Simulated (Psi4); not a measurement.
**Run report: PH, molecular dynamics**

- system: PH, multiplicity 3, SMILES [PH]
- method: wB97X-D/aug-cc-pVDZ, UKS (Psi4 1.11)

The geometry comes from this level: PBE0-D4/def2-TZVP.

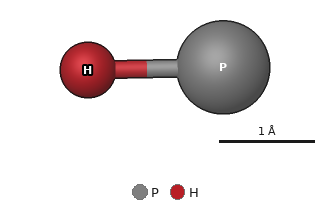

*The starting structure (ball-and-stick view, seen at a tilt).*

**Input file (hp_ase.py)**
```python
import numpy as np
from ase.calculators.psi4 import Psi4
from ase import Atoms
from ase import units
from ase.md.velocitydistribution import MaxwellBoltzmannDistribution, Stationary
from ase.md.verlet import VelocityVerlet

atoms = Atoms(['P', 'H'], positions=[
    [0.000000, 0.000000, -0.014610],
    [0.000000, 0.000000, 1.413680],
])
calc = Psi4(atoms=atoms, method='wb97x-d', basis='aug-cc-pVDZ', memory='1600MB', num_threads=1, charge=0, multiplicity=3, label='psi4-calc', reference='uks')
atoms.calc = calc

MaxwellBoltzmannDistribution(atoms, temperature_K=100.0, rng=np.random.default_rng(804))
Stationary(atoms)
dyn = VelocityVerlet(atoms, 1.0 * units.fs)
def show():
    ep, ek = atoms.get_potential_energy(), atoms.get_kinetic_energy()
    print(f'step {dyn.nsteps:3d}  Epot {ep:14.6f}  Ekin {ek:9.6f}  Etot {ep + ek:14.6f} eV  T {atoms.get_temperature():7.1f} K')
dyn.attach(show)
dyn.run(25)
```

Machine: 1 thread of INTEL XEON PLATINUM @ 2.10GHz (Emerald Rapids), 24 GiB of memory available, shared host.

Launched with:
```bash
python hp_ase.py
```

**Output**
```
gradient() will perform analytic gradient computation.

   => Loading Basis Set <=

    Name: AUG-CC-PVDZ
    Role: ORBITAL
    Keyword: BASIS

   => WB97X-D: Empirical Dispersion <=

    Chai and Head-Gordon Dispersion Correction

        s6 =       1.000000

         ---------------------------------------------------------
                                   SCF
                              UKS Reference
                        1 Threads,   1525 MiB Core
         ---------------------------------------------------------

  ==> Geometry <==

    Molecular point group: c1
    Full point group: C_inf_v

    Geometry (in Angstrom), charge = 0, multiplicity = 3:

       Center              X                  Y                   Z               Mass
    ------------   -----------------  -----------------  -----------------  -----------------
         P           -0.019240089712     0.008411809347    -0.040410199943    30.973761998420
         H            0.591310932457    -0.258522434300     1.241937712700     1.007825032230

  Running in c1 symmetry.

  Rotational constants: A = ************  B =      8.26980  C =      8.26980 [cm^-1]
  Rotational constants: A = ************  B = 247922.28553  C = 247922.28553 [MHz]
  Nuclear repulsion =    5.492639794791472

  Charge       = 0
  Multiplicity = 3
  Electrons    = 16
  Nalpha       = 9
  Nbeta        = 7

  ==> Algorithm <==

  SCF Algorithm Type is DF.
  DIIS enabled.
  MOM disabled.
  Fractional occupation disabled.
  Guess Type is SAD.
  Energy threshold   = 1.00e-08
  Density threshold  = 1.00e-08
  Integral threshold = 1.00e-12

  ==> Primary Basis <==

  Basis Set: AUG-CC-PVDZ
    Blend: AUG-CC-PVDZ
    Number of shells: 16
    Number of basis functions: 36
    Number of Cartesian functions: 38
    Spherical Harmonics?: true
    Max angular momentum: 2

  ==> DFT Potential <==

   => LibXC <=

    Version 7.1.2

   => Composite Functional: WB97X-D <=

    wB97X-D Hyb-GGA Exchange-Correlation Functional

    Deriv               =              1
    GGA                 =           TRUE
    Meta                =          FALSE

    Exchange Hybrid     =           TRUE
    MP2 Hybrid          =          FALSE

   => Exchange-Correlation Functionals <=

    1.0000   wB97X-D range-separated functional

   => Exact (HF) Exchange <=

    0.7780            HF,LR [omega = 0.2000]
    0.2220               HF

   => LibXC Density Thresholds  <==

    XC_HYB_GGA_XC_WB97X_D:  1.00E-14

   => Molecular Quadrature <=

    Radial Scheme          =       TREUTLER
    Pruning Scheme         =           NONE
    Nuclear Scheme         =       TREUTLER

    Blocking Scheme        =         OCTREE
    BS radius alpha        =              1
    Pruning alpha          =              1
    Radial Points          =             75
    Spherical Points       =            302
    Total Points           =          44300
    Total Blocks           =            380
    Max Points             =            254
    Max Functions          =             36
    Weights Tolerance      =       1.00E-15

   => Loading Basis Set <=

    Name: (AUG-CC-PVDZ AUX)
    Role: JKFIT
    Keyword: DF_BASIS_SCF

  ==> Integral Setup <==

  DFHelper Memory: AOs need 0.005 GiB; user supplied 1.071 GiB.
  SCF_SUBTYPE=INCORE selected. In-core MEM_DF algorithm will be used.
  Using in-core AOs.

  ==> MemDFJK: Density-Fitted J/K Matrices <==

    J tasked:                   Yes
    K tasked:                   Yes
    wK tasked:                  Yes
    Omega:                2.000E-01
    Memory [MiB]:              1097
    Algorithm:                 Core
    Schwarz Cutoff:           1E-12
    Mask sparsity (%):       0.0000
    Fitting Condition:        1E-10

   => Auxiliary Basis Set <=

  Basis Set: (AUG-CC-PVDZ AUX)
    Blend: AUG-CC-PVDZ-JKFIT
    Number of shells: 52
    Number of basis functions: 160
    Number of Cartesian functions: 185
    Spherical Harmonics?: true
    Max angular momentum: 3

  Cached 100.0% of DFT collocation blocks in 0.046 [GiB].

  Minimum eigenvalue in the overlap matrix is 7.9359927617E-04.
  Reciprocal condition number of the overlap matrix is 1.9062202765E-04.
    Using symmetric orthogonalization.

  ==> Pre-Iterations <==

  SCF Guess: Superposition of Atomic Densities via on-the-fly atomic UHF (no occupation information).

   -------------------------
    Irrep   Nso     Nmo
   -------------------------
     A         36      36
   -------------------------
    Total      36      36
   -------------------------

  ==> Iterations <==

                           Total Energy        Delta E     RMS |[F,P]|

   @DF-UKS iter SAD:  -341.37727667601473   -3.41377e+02   0.00000e+00
   @DF-UKS iter   1:  -341.86288411284897   -4.85607e-01   3.05881e-03 DIIS/ADIIS
   @DF-UKS iter   2:  -341.87081696742803   -7.93285e-03   1.01695e-03 DIIS/ADIIS
   @DF-UKS iter   3:  -341.87180334477370   -9.86377e-04   2.06515e-04 DIIS/ADIIS
   @DF-UKS iter   4:  -341.87189824278653   -9.48980e-05   4.07550e-05 DIIS
   @DF-UKS iter   5:  -341.87190197879710   -3.73601e-06   8.69055e-06 DIIS
   @DF-UKS iter   6:  -341.87190211964008   -1.40843e-07   1.54989e-06 DIIS
   @DF-UKS iter   7:  -341.87190212581396   -6.17388e-09   4.23106e-07 DIIS
   @DF-UKS iter   8:  -341.87190212652109   -7.07132e-10   1.50391e-07 DIIS
   @DF-UKS iter   9:  -341.87190212662045   -9.93623e-11   2.89563e-08 DIIS
   @DF-UKS iter  10:  -341.87190212662318   -2.72848e-12   3.73385e-09 DIIS
  Energy and wave function converged.

  ==> Post-Iterations <==

   Electrons on quadrature grid:
      Nalpha   =    9.0000001431 ; deviation = 1.431e-07
      Nbeta    =    7.0000000768 ; deviation = 7.683e-08
      Ntotal   =   16.0000002199 ; deviation = 2.199e-07

   @Spin Contamination Metric:   5.872747572E-03
   @S^2 Expected:                2.000000000E+00
   @S^2 Observed:                2.005872748E+00
   @S   Expected:                1.000000000E+00
   @S   Observed:                1.000000000E+00

    Orbital Energies [Eh]
    ---------------------

    Alpha Occupied:

       1A    -77.275339     2A     -6.704133     3A     -4.854685
       4A     -4.854685     5A     -4.846944     6A     -0.720874
       7A     -0.430465     8A     -0.336240     9A     -0.336240

    Alpha Virtual:

      10A      0.038716    11A      0.092641    12A      0.097868
      13A      0.097868    14A      0.125386    15A      0.153260
      16A      0.222148    17A      0.222148    18A      0.231319
      19A      0.231319    20A      0.359885    21A      0.444263
      22A      0.444263    23A      0.485842    24A      0.602256
      25A      0.602256    26A      0.626648    27A      0.682223
      28A      0.748960    29A      0.748960    30A      0.748961
      31A      0.748962    32A      0.985525    33A      1.071877
      34A      1.720810    35A      1.720810    36A      2.043585

    Beta Occupied:

       1A    -77.267355     2A     -6.695818     3A     -4.841557
       4A     -4.838160     5A     -4.838160     6A     -0.645976
       7A     -0.403042

    Beta Virtual:

       8A     -0.054682     9A     -0.054682    10A      0.050635
      11A      0.101907    12A      0.137822    13A      0.137822
      14A      0.141416    15A      0.164306    16A      0.236228
      17A      0.236228    18A      0.254715    19A      0.254715
      20A      0.373909    21A      0.448450    22A      0.448450
      23A      0.496217    24A      0.631001    25A      0.631001
      26A      0.640356    27A      0.689170    28A      0.788409
      29A      0.788409    30A      0.821234    31A      0.821234
      32A      0.999701    33A      1.088912    34A      1.725791
      35A      1.725791    36A      2.051688

    Final Occupation by Irrep:
              A
    DOCC [     7 ]
    SOCC [     2 ]
    NA   [     9 ]
    NB   [     7 ]

  @DF-UKS Final Energy:  -341.87190212662318

   => Energetics <=

    Nuclear Repulsion Energy =              5.4926397947914722
    One-Electron Energy =                -483.0967775911727813
    Two-Electron Energy =                 152.8176399024582395
    DFT Exchange-Correlation Energy =     -17.0854003030509709
    Empirical Dispersion Energy =          -0.0000039296491099
    VV10 Nonlocal Energy =                  0.0000000000000000
    Total Energy =                       -341.8719021266231266

  UHF NO Occupations:
  HONO-2 :    7  A 1.9975653
  HONO-1 :    8  A 1.0000000
  HONO-0 :    9  A 1.0000000
  LUNO+0 :   10  A 0.0024347
  LUNO+1 :   11  A 0.0005046
  LUNO+2 :   12  A 0.0000001
  LUNO+3 :   13  A 0.0000000

Computation Completed

Properties will be evaluated at   0.000000,   0.000000,   0.000000 [a0]

Properties computed using the SCF density matrix

 Multipole Moments:

 ------------------------------------------------------------------------------------
     Multipole            Electronic (a.u.)      Nuclear  (a.u.)        Total (a.u.)
 ------------------------------------------------------------------------------------

 L = 1.  Multiply by 2.5417464519 to convert [e a0] to [Debye]
 Dipole X            :         -0.4866769            0.5720382            0.0853613
 Dipole Y            :          0.2127762           -0.2500964           -0.0373202
 Dipole Z            :         -1.0221735            1.2014590            0.1792855
 Magnitude           :                                                    0.2020462

 ------------------------------------------------------------------------------------

	total time  =          2 seconds =       0.03 minutes

         ------------------------------------------------------------
                                   SCF GRAD
         ------------------------------------------------------------

  ==> Geometry <==

    Molecular point group: c1
    Full point group: C_inf_v

    Geometry (in Angstrom), charge = 0, multiplicity = 3:

       Center              X                  Y                   Z               Mass
    ------------   -----------------  -----------------  -----------------  -----------------
         P           -0.019240089712     0.008411809347    -0.040410199943    30.973761998420
         H            0.591310932457    -0.258522434300     1.241937712700     1.007825032230

  Nuclear repulsion =    5.492639794791472

  ==> Basis Set <==

  Basis Set: AUG-CC-PVDZ
    Blend: AUG-CC-PVDZ
    Number of shells: 16
    Number of basis functions: 36
    Number of Cartesian functions: 38
    Spherical Harmonics?: true
    Max angular momentum: 2

  ==> DFJKGrad: Density-Fitted SCF Gradients <==

    Gradient:                    1
    J tasked:                  Yes
    K tasked:                  Yes
    wK tasked:                 Yes
    Omega:               2.000E-01
    Integrals threads:           1
    Memory [MiB]:             1144
    Schwarz Cutoff:          1E-12
    Fitting Condition:       1E-10

   => Auxiliary Basis Set <=

  Basis Set: (AUG-CC-PVDZ AUX)
    Blend: AUG-CC-PVDZ-JKFIT
    Number of shells: 52
    Number of basis functions: 160
    Number of Cartesian functions: 185
    Spherical Harmonics?: true
    Max angular momentum: 3

  ==> DFT Potential <==

   => LibXC <=

    Version 7.1.2

   => Composite Functional: WB97X-D <=

    wB97X-D Hyb-GGA Exchange-Correlation Functional

    Deriv               =              1
    GGA                 =           TRUE
    Meta                =          FALSE

    Exchange Hybrid     =           TRUE
    MP2 Hybrid          =          FALSE

   => Exchange-Correlation Functionals <=

    1.0000   wB97X-D range-separated functional

   => Exact (HF) Exchange <=

    0.7780            HF,LR [omega = 0.2000]
    0.2220               HF

   => LibXC Density Thresholds  <==

    XC_HYB_GGA_XC_WB97X_D:  1.00E-14

   => Molecular Quadrature <=

    Radial Scheme          =       TREUTLER
    Pruning Scheme         =           NONE
    Nuclear Scheme         =       TREUTLER

    Blocking Scheme        =         OCTREE
    BS radius alpha        =              1
    Pruning alpha          =              1
    Radial Points          =             75
    Spherical Points       =            302
    Total Points           =          44300
    Total Blocks           =            380
    Max Points             =            254
    Max Functions          =             36
    Weights Tolerance      =       1.00E-15

  -Total Gradient:
     Atom            X                  Y                   Z
    ------   -----------------  -----------------  -----------------
       1       -0.001229799404     0.000537670995    -0.002582962997
       2        0.000840511274    -0.000367473372     0.001765336292

	total time  =          0 seconds =       0.00 minutes
```

**Standard output**
```
step   0  Epot   -9302.807140  Ekin  0.039894  Etot   -9302.767246 eV  T   154.3 K
step   1  Epot   -9302.806874  Ekin  0.039647  Etot   -9302.767227 eV  T   153.4 K
step   2  Epot   -9302.807389  Ekin  0.040128  Etot   -9302.767262 eV  T   155.2 K
step   3  Epot   -9302.808211  Ekin  0.040888  Etot   -9302.767323 eV  T   158.2 K
step   4  Epot   -9302.808555  Ekin  0.041189  Etot   -9302.767366 eV  T   159.3 K
step   5  Epot   -9302.807983  Ekin  0.040619  Etot   -9302.767364 eV  T   157.1 K
step   6  Epot   -9302.806746  Ekin  0.039421  Etot   -9302.767325 eV  T   152.5 K
step   7  Epot   -9302.805598  Ekin  0.038316  Etot   -9302.767282 eV  T   148.2 K
step   8  Epot   -9302.805260  Ekin  0.037994  Etot   -9302.767265 eV  T   147.0 K
step   9  Epot   -9302.805945  Ekin  0.038662  Etot   -9302.767283 eV  T   149.6 K
step  10  Epot   -9302.807222  Ekin  0.039903  Etot   -9302.767319 eV  T   154.4 K
step  11  Epot   -9302.808291  Ekin  0.040954  Etot   -9302.767337 eV  T   158.4 K
step  12  Epot   -9302.808528  Ekin  0.041217  Etot   -9302.767312 eV  T   159.4 K
step  13  Epot   -9302.807933  Ekin  0.040686  Etot   -9302.767247 eV  T   157.4 K
step  14  Epot   -9302.807132  Ekin  0.039953  Etot   -9302.767180 eV  T   154.5 K
step  15  Epot   -9302.806876  Ekin  0.039723  Etot   -9302.767152 eV  T   153.7 K
step  16  Epot   -9302.807399  Ekin  0.040220  Etot   -9302.767179 eV  T   155.6 K
step  17  Epot   -9302.808220  Ekin  0.040989  Etot   -9302.767231 eV  T   158.6 K
step  18  Epot   -9302.808554  Ekin  0.041290  Etot   -9302.767264 eV  T   159.7 K
step  19  Epot   -9302.807970  Ekin  0.040719  Etot   -9302.767252 eV  T   157.5 K
step  20  Epot   -9302.806730  Ekin  0.039526  Etot   -9302.767204 eV  T   152.9 K
step  21  Epot   -9302.805588  Ekin  0.038436  Etot   -9302.767152 eV  T   148.7 K
step  22  Epot   -9302.805262  Ekin  0.038135  Etot   -9302.767127 eV  T   147.5 K
step  23  Epot   -9302.805959  Ekin  0.038822  Etot   -9302.767137 eV  T   150.2 K
step  24  Epot   -9302.807238  Ekin  0.040074  Etot   -9302.767163 eV  T   155.0 K
step  25  Epot   -9302.808300  Ekin  0.041128  Etot   -9302.767172 eV  T   159.1 K
```

**Trajectory as extended XYZ (Å, eV, eV/Å), 26 frames, from step=0 to step=25**
```
2
Properties=species:S:1:pos:R:3:forces:R:3 step=0 energy=-9302.80722
P     0.0000    0.0000   -0.0146    0.0000   0.0000  -0.1964
H     0.0000    0.0000    1.4137    0.0000   0.0000   0.2437
2
Properties=species:S:1:pos:R:3:forces:R:3 step=1 energy=-9302.80695
P    -0.0008    0.0004   -0.0146   -0.0039   0.0017  -0.2188
H     0.0248   -0.0109    1.4124    0.0048  -0.0021   0.2660
2
Properties=species:S:1:pos:R:3:forces:R:3 step=2 energy=-9302.80746
P    -0.0016    0.0007   -0.0146   -0.0062   0.0027  -0.1734
H     0.0497   -0.0217    1.4137    0.0079  -0.0035   0.2207
2
Properties=species:S:1:pos:R:3:forces:R:3 step=3 energy=-9302.80829
P    -0.0024    0.0011   -0.0147   -0.0039   0.0017  -0.0717
H     0.0746   -0.0326    1.4170    0.0064  -0.0028   0.1192
2
Properties=species:S:1:pos:R:3:forces:R:3 step=4 energy=-9302.80863
P    -0.0032    0.0014   -0.0149    0.0044  -0.0019   0.0617
H     0.0996   -0.0436    1.4215   -0.0010   0.0004  -0.0143
2
Properties=species:S:1:pos:R:3:forces:R:3 step=5 energy=-9302.80806
P    -0.0041    0.0018   -0.0150    0.0177  -0.0077   0.1979
H     0.1246   -0.0545    1.4258   -0.0135   0.0059  -0.1508
2
Properties=species:S:1:pos:R:3:forces:R:3 step=6 energy=-9302.80682
P    -0.0049    0.0021   -0.0151    0.0332  -0.0145   0.3104
H     0.1495   -0.0654    1.4287   -0.0282   0.0123  -0.2639
2
Properties=species:S:1:pos:R:3:forces:R:3 step=7 energy=-9302.80567
P    -0.0057    0.0025   -0.0151    0.0473  -0.0207   0.3803
H     0.1741   -0.0761    1.4290   -0.0416   0.0182  -0.3343
2
Properties=species:S:1:pos:R:3:forces:R:3 step=8 energy=-9302.80533
P    -0.0065    0.0028   -0.0150    0.0564  -0.0247   0.3971
H     0.1983   -0.0867    1.4261   -0.0499   0.0218  -0.3514
2
Properties=species:S:1:pos:R:3:forces:R:3 step=9 energy=-9302.80602
P    -0.0072    0.0032   -0.0148    0.0573  -0.0250   0.3587
H     0.2220   -0.0970    1.4199   -0.0500   0.0219  -0.3128
2
Properties=species:S:1:pos:R:3:forces:R:3 step=10 energy=-9302.80730
P    -0.0080    0.0035   -0.0145    0.0481  -0.0210   0.2709
H     0.2452   -0.1072    1.4106   -0.0399   0.0175  -0.2248
2
Properties=species:S:1:pos:R:3:forces:R:3 step=11 energy=-9302.80837
P    -0.0087    0.0038   -0.0141    0.0290  -0.0127   0.1480
H     0.2680   -0.1172    1.3992   -0.0199   0.0087  -0.1016
2
Properties=species:S:1:pos:R:3:forces:R:3 step=12 energy=-9302.80860
P    -0.0095    0.0041   -0.0137    0.0026  -0.0011   0.0119
H     0.2907   -0.1271    1.3868    0.0074  -0.0032   0.0344
2
Properties=species:S:1:pos:R:3:forces:R:3 step=13 energy=-9302.80801
P    -0.0102    0.0045   -0.0133   -0.0256   0.0112  -0.1098
H     0.3134   -0.1370    1.3746    0.0363  -0.0159   0.1558
2
Properties=species:S:1:pos:R:3:forces:R:3 step=14 energy=-9302.80721
P    -0.0109    0.0048   -0.0130   -0.0479   0.0210  -0.1900
H     0.3365   -0.1471    1.3640    0.0594  -0.0260   0.2356
2
Properties=species:S:1:pos:R:3:forces:R:3 step=15 energy=-9302.80695
P    -0.0117    0.0051   -0.0127   -0.0570   0.0249  -0.2097
H     0.3601   -0.1574    1.3556    0.0693  -0.0303   0.2549
2
Properties=species:S:1:pos:R:3:forces:R:3 step=16 energy=-9302.80747
P    -0.0125    0.0055   -0.0125   -0.0479   0.0209  -0.1645
H     0.3844   -0.1680    1.3497    0.0611  -0.0267   0.2096
2
Properties=species:S:1:pos:R:3:forces:R:3 step=17 energy=-9302.80830
P    -0.0133    0.0058   -0.0124   -0.0207   0.0091  -0.0667
H     0.4092   -0.1789    1.3457    0.0348  -0.0152   0.1117
2
Properties=species:S:1:pos:R:3:forces:R:3 step=18 energy=-9302.80863
P    -0.0141    0.0062   -0.0123    0.0198  -0.0086   0.0598
H     0.4344   -0.1899    1.3428   -0.0050   0.0022  -0.0151
2
Properties=species:S:1:pos:R:3:forces:R:3 step=19 energy=-9302.80805
P    -0.0150    0.0065   -0.0122    0.0657  -0.0287   0.1871
H     0.4596   -0.2009    1.3397   -0.0502   0.0219  -0.1430
2
Properties=species:S:1:pos:R:3:forces:R:3 step=20 energy=-9302.80681
P    -0.0158    0.0069   -0.0121    0.1079  -0.0472   0.2907
H     0.4842   -0.2117    1.3353   -0.0918   0.0401  -0.2473
2
Properties=species:S:1:pos:R:3:forces:R:3 step=21 energy=-9302.80566
P    -0.0165    0.0072   -0.0118    0.1383  -0.0605   0.3535
H     0.5080   -0.2221    1.3284   -0.1216   0.0532  -0.3108
2
Properties=species:S:1:pos:R:3:forces:R:3 step=22 energy=-9302.80534
P    -0.0173    0.0075   -0.0115    0.1509  -0.0660   0.3664
H     0.5306   -0.2320    1.3186   -0.1335   0.0584  -0.3242
2
Properties=species:S:1:pos:R:3:forces:R:3 step=23 energy=-9302.80603
P    -0.0180    0.0079   -0.0111    0.1422  -0.0622   0.3285
H     0.5519   -0.2413    1.3057   -0.1240   0.0542  -0.2864
2
Properties=species:S:1:pos:R:3:forces:R:3 step=24 energy=-9302.80731
P    -0.0186    0.0081   -0.0106    0.1118  -0.0489   0.2461
H     0.5721   -0.2501    1.2900   -0.0926   0.0405  -0.2040
2
Properties=species:S:1:pos:R:3:forces:R:3 step=25 energy=-9302.80838
P    -0.0192    0.0084   -0.0100    0.0632  -0.0277   0.1328
H     0.5913   -0.2585    1.2723   -0.0432   0.0189  -0.0908
```

**Key numbers**

| quantity | value |
| --- | --- |
| outcome | finished |
| trajectory | 26 frames kept |
| potential energy (last step) | −341.871902 hartree |
| dispersion energy (last step) | −0.000004 hartree |
| basis functions (last step) | 36 |
| ⟨S²⟩ (last step) | 2.006 |
| dipole moment (last step) | 0.51 D |
| wall time | 46 s |
| peak memory | 0.48 GiB |
